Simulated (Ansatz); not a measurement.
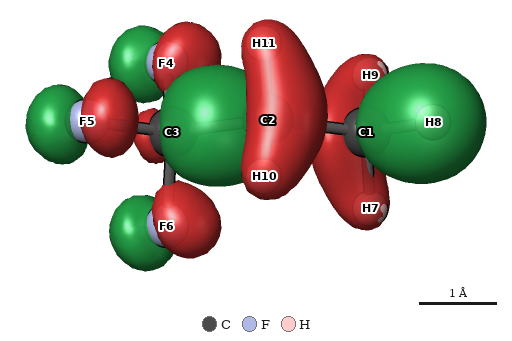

*C3H5F3. The HOMO at ±0.15 Å⁻³ᐟ² (green and red are the two phases), seen from one side.*

Geometry: PBE0-D4/def2-TZVP.

Theory: Ansatz, RKS PBE0-D4/def2-TZVPP.

```csv
atom,x (Å),y (Å),z (Å)
C,-0.2143,-1.0556,0.7584
C,0.2860,-0.3075,-0.4636
C,0.0255,1.1716,-0.3935
F,-1.2841,1.4489,-0.2985
F,0.4821,1.8009,-1.4860
F,0.6228,1.7392,0.6657
H,0.2744,-0.6991,1.6665
H,-0.0034,-2.1210,0.6581
H,-1.2917,-0.9351,0.8810
H,1.3638,-0.4310,-0.5920
H,-0.1955,-0.6683,-1.3755
```

**Where does this orbital lie, and at what energy?**

By Hirshfeld shares it lies mainly on C2 (about 20 %), C1 (about 15 %), C3 (about 15 %), H8 (about 10 %), F5 (about 10 %), F4 (about 10 %) and F6 (about 10 %). Its energy is −10.25 eV.
